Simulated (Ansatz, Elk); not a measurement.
## Bonding as seen by X-rays: AlZnSi

Structure refinements treat a crystal as free atoms side by side. For a made-up structure of AlZnSi (cell and positions from a PBEsol relaxation) the runs below show what the calculated density changes in F(hkl).

Main program and level: Elk 11.2.3 (patched build); DFT, PBE, all-electron APW+lo, Dirac cores, scalar-relativistic bands, static density, no spin.

The structure was built from a prototype and need not be the compound's stable phase.

### 1. The starting structure

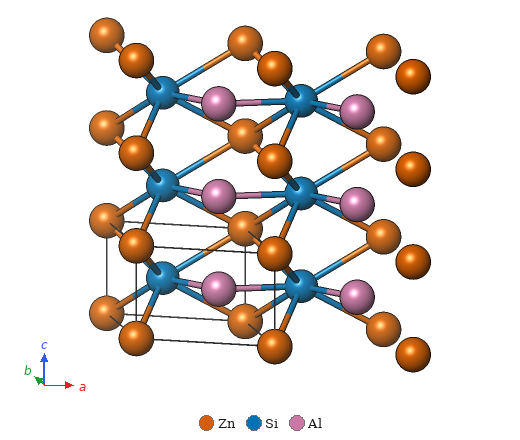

The starting structure, seen slightly off an axis (zinc orange, silicon blue, aluminium pink). 2×1×3 cells are drawn. Bonds to atoms that aren't drawn are left out. Some periodic images of atoms are drawn too.

### 2. Ground state and structure factors

An all-electron density is needed, since X-rays see the cores too. Task 0 finds the density and task 195 Fourier-transforms it; tshift is off so that phases refer to the origin typed.

elk.in

```
tasks
  0
  195

xctype
  20

spinpol
  .false.

rgkmax
  7.0

gmaxvr
  14.0

lmaxo
  7

lmaxapw
  8

swidth
  0.002

tshift
  .false.

hmaxvr
  5.5

maxscl
  120

epspot
  1e-06

sppath
  './'

avec
  8.32371697802 -0.00000000000 0.00000000000
  -4.16185848901 7.20855035688 0.00000000000
  0.00000000000 0.00000000000 5.37559559023

atoms
  3
  'Zn.in'
  1
  -0.0000000000 0.0000000000 0.0000000000   0.000000 0.000000 0.000000
  'Si.in'
  1
  0.3333333333 0.6666666667 0.5000000000   0.000000 0.000000 0.000000
  'Al.in'
  1
  0.6666666667 0.3333333333 0.5000000000   0.000000 0.000000 0.000000

ngridk
  6 6 8
```

Launch:

```sh
$ OMP_NUM_THREADS=4 elk
```

Numbers of over 12 decimals in the logs are rounded to 6 here.

Output:

```text
┌─────────────────────────┐
│ Elk code version 11.2.3 │
└─────────────────────────┘

All units are atomic (Hartree, Bohr, etc.)

┌─────────────────────────────────────────────────┐
│ Ground-state run starting from atomic densities │
└─────────────────────────────────────────────────┘

Lattice vectors :
   8.323716978      -0.000000000       0.000000000
  -4.161858489       7.208550357       0.000000000
   0.000000000       0.000000000       5.375595590

Reciprocal lattice vectors :
  0.7548533094      0.4358147614      -0.000000000
   0.000000000      0.8716295227      -0.000000000
  -0.000000000      -0.000000000       1.168835193

Unit cell volume      :    322.5461264
Brillouin zone volume :   0.7690379550

Muffin-tin inner radius fraction :   0.1000000000E-01

Nuclei treated as point charges

Species : 1 (Zn)
 parameters loaded from : Zn.in
 name : zinc
 nuclear charge    :   -30.00000000
 electronic charge :    30.00000000
 atomic mass :    119233.3130
 muffin-tin radius :    2.400000000
 number of radial points in muffin-tin :    993
 inner part over the whole radius :   0.9843840322E-02
 number on inner part of muffin-tin    :    701
 approximate nuclear radius :   0.7484757725E-04
 number of mesh points to nuclear radius :    337
 atomic positions (lattice), magnetic fields (Cartesian) :
  1 :   0.00000000  0.00000000  0.00000000    0.00000000  0.00000000  0.00000000

Species : 2 (Si)
 parameters loaded from : Si.in
 name : silicon
 nuclear charge    :   -14.00000000
 electronic charge :    14.00000000
 atomic mass :    51196.73458
 muffin-tin radius :    2.200000000
 number of radial points in muffin-tin :    793
 inner part over the whole radius :   0.9899632250E-02
 number on inner part of muffin-tin    :    553
 approximate nuclear radius :   0.5963282101E-04
 number of mesh points to nuclear radius :    246
 atomic positions (lattice), magnetic fields (Cartesian) :
  1 :   0.33333333  0.66666667  0.50000000    0.00000000  0.00000000  0.00000000

Species : 3 (Al)
 parameters loaded from : Al.in
 name : aluminium
 nuclear charge    :   -13.00000000
 electronic charge :    13.00000000
 atomic mass :    49184.33496
 muffin-tin radius :    2.200000000
 number of radial points in muffin-tin :    793
 inner part over the whole radius :   0.9821194981E-02
 number on inner part of muffin-tin    :    552
 approximate nuclear radius :   0.5839653600E-04
 number of mesh points to nuclear radius :    244
 atomic positions (lattice), magnetic fields (Cartesian) :
  1 :   0.66666667  0.33333333  0.50000000    0.00000000  0.00000000  0.00000000

Total number of atoms per unit cell :    3
Total muffin-tin volume :    147.1103120
 ratio of muffin-tin to unit cell volume :   0.4560907726

Spin treatment :
 spin-unpolarised

Number of Bravais lattice symmetries :   24
Number of crystal symmetries         :   12
Crystal has no inversion symmetry
Complex Hermitian eigensolver will be used

k-point grid :      6     6     8
k-point offset :    0.000000000       0.000000000       0.000000000
k-point set is reduced with full crystal symmetry group
Total number of k-points :       50

Muffin-tin radius times maximum |G+k| :    7.000000000
 using average radius
Maximum |G+k| for APW functions       :    3.088235294
Maximum (1/2)|G+k|²                   :    4.768598616
Maximum |G| for potential and density :    14.00000000
Constant for pseudocharge density :    8
 order of it for each species :   15  15  15
 order of it for pair densities of each species (exact exchange by exxq0 0: 16) :   11   9   9
Radial integration step length :    1

G-vector grid sizes :     40    40    24
Number of G-vectors :    14957

Maximum angular momentum used for
 APW functions            :    8
 outer part of muffin-tin :    7
 inner part of muffin-tin :    2

Total nuclear charge    :   -57.00000000
Total core charge       :    26.00000000
Total valence charge    :    31.00000000
Total excess charge     :    0.000000000
Total electronic charge :    57.00000000

[...]
total energy                :     -2329.5268798385

Density of states at Fermi energy :    26.22519441
 (states/Hartree/unit cell)

Estimated indirect band gap :   0.8066057393E-02
 from k-point 29 to k-point 33
Estimated direct band gap   :   0.1251170576E-01
 at k-point 29

Charges :
 core                        :    26.00000000
 valence                     :    31.00000000
 interstitial                :    4.815920455
 muffin-tins (core leakage)
  species : 1 (Zn)
   atom 1                    :    28.64430104     (  0.8527999183E-04)
  species : 2 (Si)
   atom 1                    :    12.25844872     (  0.1351973523E-02)
  species : 3 (Al)
   atom 1                    :    11.28132979     (  0.4845475655E-03)
 total in muffin-tins        :    52.18407955
 total calculated charge     :    56.99797976
 total charge                :    57.00000000
 error                       :   0.2020239517E-02

RMS change in Kohn-Sham potential (target) :   0.5417512357     (  0.1000000000E-05)
Absolute change in total energy (target)   :   0.1864937166     (  0.1000000000E-03)

[... loops 3 to 13 left out ...]

┌──────────────────┐
│ Loop number : 14 │
└──────────────────┘

Energies :
 Fermi                       :     0.265842
 sum of occupied eigenvalues :     -1314.6204611475
 electron kinetic            :      2363.2204509974
 core electron kinetic       :      2082.0006037808
 Coulomb                     :     -4580.9737992731
 Coulomb potential           :     -3533.6507431519
 nuclear-nuclear             :     -356.13986035747
 electron-nuclear            :     -4924.5560437821
 Hartree                     :      699.72210486647
 Madelung                    :     -2814.1484276971
 xc potential                :     -144.19016899293
 exchange                    :     -108.65345528243
 correlation                 :     -2.530047
 electron entropic           :    -0.35096102610459E-03
 total energy                :     -2328.9372017323

Density of states at Fermi energy :    25.27404865
 (states/Hartree/unit cell)

Estimated indirect band gap :   0.2065691494E-02
 from k-point 41 to k-point 31
Estimated direct band gap   :   0.1321416032E-01
 at k-point 29

Charges :
 core                        :    26.00000000
 valence                     :    31.00000000
 interstitial                :    4.707822300
 muffin-tins (core leakage)
  species : 1 (Zn)
[...]
species : 2 (Si)
[...]
species : 3 (Al)
[...]
total in muffin-tins        :    52.29217770
 total calculated charge     :    56.99803884
 total charge                :    57.00000000
 error                       :   0.1961157573E-02

RMS change in Kohn-Sham potential (target) :   0.2120849174E-06 (  0.1000000000E-05)
Absolute change in total energy (target)   :   0.4836525522E-04 (  0.1000000000E-03)

Convergence targets achieved

┌──────────────────┐
│ Loop number : 15 │
└──────────────────┘

Energies :
 Fermi                       :     0.265843
 sum of occupied eigenvalues :     -1314.6204526195
 electron kinetic            :      2363.2204552521
 core electron kinetic       :      2082.0006067683
 Coulomb                     :     -4580.9737964042
 Coulomb potential           :     -3533.6507427390
 nuclear-nuclear             :     -356.13986035747
 electron-nuclear            :     -4924.5560384811
 Hartree                     :      699.72210243442
 Madelung                    :     -2814.1484250347
 xc potential                :     -144.19016513256
 exchange                    :     -108.65345512219
 correlation                 :     -2.530047
 electron entropic           :    -0.35096070799650E-03
 total energy                :     -2328.9371944410

Density of states at Fermi energy :    25.27402466
 (states/Hartree/unit cell)

Estimated indirect band gap :   0.2065720594E-02
 from k-point 41 to k-point 31
Estimated direct band gap   :   0.1321417049E-01
 at k-point 29

Charges :
 core                        :    26.00000000
 valence                     :    31.00000000
 interstitial                :    4.707822156
 muffin-tins (core leakage)
  species : 1 (Zn)
   atom 1                    :    28.88901593     (  0.8065509807E-04)
  species : 2 (Si)
   atom 1                    :    12.15792579     (  0.1323982245E-02)
  species : 3 (Al)
   atom 1                    :    11.24523612     (  0.4716493505E-03)
 total in muffin-tins        :    52.29217784
 total calculated charge     :    56.99803884
 total charge                :    57.00000000
 error                       :   0.1961157766E-02

┌──────────────────────────────┐
│ Self-consistent loop stopped │
└──────────────────────────────┘

Warning : core states of species 2 leak from the muffin-tin :   0.1323982245E-02

Warning : core states of species 3 leak from the muffin-tin :   0.4716493505E-03

Wrote STATE.OUT
```

Elapsed: 19 s, on 4 threads of Intel Xeon Platinum 8259CL at 2.50GHz (Skylake/Cascade Lake), shared host; peak memory 0.16 GiB; 54 s of CPU time.

SFACRHO.OUT:

```text

h k l indices transformed by vhmat matrix:
   1.000000000       0.000000000       0.000000000    
   0.000000000       1.000000000       0.000000000    
   0.000000000       0.000000000       1.000000000    

      h      k      l  multipl.   |H|            Re(F)            Im(F)           |F|

      0      0      0      1   0.0000000       56.999999      0.63312244E-17   56.999999    
      0      1      0      3  0.87162952       15.780336     -0.70914052       15.796261    
      0     -1      0      3  0.87162952       15.780336      0.70914052       15.796261    
      0      0     -1      2   1.1688352       5.1849611     -0.10643850E-13   5.1849611    
     -1      1     -1      6   1.4580513       32.484875     -0.45114650       32.488008    
     -1      0     -1      6   1.4580513       32.484875      0.45114650       32.488008    
     -1      2      0      6   1.5097066       40.899026      0.24334620E-09   40.899026    
      2      0      0      3   1.7432590       13.518347     -0.31531760       13.522024    
      0      2      0      3   1.7432590       13.518347      0.31531760       13.522024    
      1      1     -1     12   1.9092904       4.7256205      0.20042810E-14   4.7256205    
      0     -2     -1      6   2.0988396       27.840309      0.29634322       27.841886    
      0      2      1      6   2.0988396       27.840309     -0.29634322       27.841886    
      3     -1      0      6   2.3061150       11.487889      0.30294015       11.491883    
     -3      1      0      6   2.3061150       11.487889     -0.30294015       11.491883    
      0      0     -2      2   2.3376704       33.903379      0.17236729E-13   33.903379    
      0     -1     -2      6   2.4948829       10.871700      0.35873522       10.877617    
      0      1      2      6   2.4948829       10.871700     -0.35873522       10.877617    
     -2     -1      1     12   2.5854094       24.812220      0.35222808       24.814720
```

Elk indexes on the primitive cell of elk.in and gives |H| = 4π sin θ/λ in inverse bohr. Below, one row stands for each form hkl of the conventional cell (m members, Friedel mates merged), F is for one primitive cell and the density is static (no thermal factor). Free-atom factors are Waasmaier and Kirfel's, and R is Σm||F|−|F'||/Σm|F|.

| hkl | m | sin θ/λ (Å⁻¹) | abs F, DFT | neutral atoms | diff. | abs of complex diff. |
| --- | --- | --- | --- | --- | --- | --- |
| 100 | 6 | 0.131 | 15.796 | 15.965 | -0.169 | 0.172 |
| 001 | 2 | 0.176 | 5.185 | 5.434 | -0.250 | 0.250 |
| 101 | 12 | 0.219 | 32.488 | 32.689 | -0.201 | 0.209 |
| 110 | 6 | 0.227 | 40.899 | 41.275 | -0.376 | 0.376 |
| 200 | 6 | 0.262 | 13.522 | 13.557 | -0.035 | 0.037 |
| 111 | 12 | 0.287 | 4.726 | 4.780 | -0.054 | 0.054 |
| 201 | 12 | 0.316 | 27.842 | 28.067 | -0.225 | 0.226 |
| 210 | 12 | 0.347 | 11.492 | 11.597 | -0.105 | 0.107 |
| 002 | 2 | 0.351 | 33.903 | 33.955 | -0.052 | 0.052 |
| 102 | 12 | 0.375 | 10.878 | 10.963 | -0.086 | 0.086 |
| 211 | 24 | 0.389 | 24.815 | 24.869 | -0.054 | 0.056 |
| 300 | 6 | 0.393 | 31.666 | 31.735 | -0.069 | 0.069 |
| 112 | 12 | 0.418 | 30.393 | 30.436 | -0.042 | 0.042 |
| 301 | 12 | 0.431 | 3.132 | 3.143 | -0.011 | 0.012 |
| 202 | 12 | 0.439 | 9.664 | 9.672 | -0.007 | 0.007 |
| 220 | 6 | 0.454 | 28.645 | 28.664 | -0.019 | 0.019 |
| 310 | 12 | 0.473 | 9.054 | 9.058 | -0.005 | 0.005 |
| 221 | 12 | 0.487 | 2.711 | 2.709 | +0.002 | 0.002 |

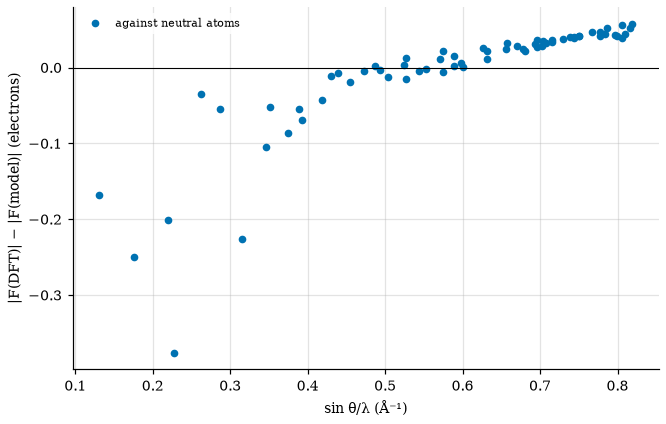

Difference between the calculated structure factors and the independent-atom ones.

### 3. Results

- R against neutral atoms, sin θ/λ < 0.3 Å⁻¹: 0.80 %
- R against neutral atoms, 0.3 to 0.82 Å⁻¹: 0.28 %

What this shows: Independent neutral atoms miss the calculated amplitudes by R = 0.80 % below 0.3 Å⁻¹ and 0.28 % from there to 0.82 Å⁻¹; by shells, 1.07 % below 0.15 Å⁻¹ (1 form), 0.77 % 0.15 to 0.3 (5 forms), 0.38 % 0.3 to 0.45 (9 forms), 0.26 % above 0.45 (51 forms). Bonding, aspherical density and the tables' own atoms all enter these figures, and the runs don't part them. The largest change of an amplitude is -0.38 electrons, at 110. The basis has no finished test. The k-mesh has no finished test. Part of the difference isn't bonding: the tables are fits to free atoms and ions calculated by other methods than this functional. Thermal motion, anomalous dispersion and extinction are left out.

[Logs are printed without paths, hosts, clocks, repeated set-up lines and the standing remarks that a program may print on its own settings, such as how far it seeks lower states.]

[Hosts, paths, dates, database ids (printed as entryN), source tags and the programs' standing remarks are cut or masked in the printed files.]
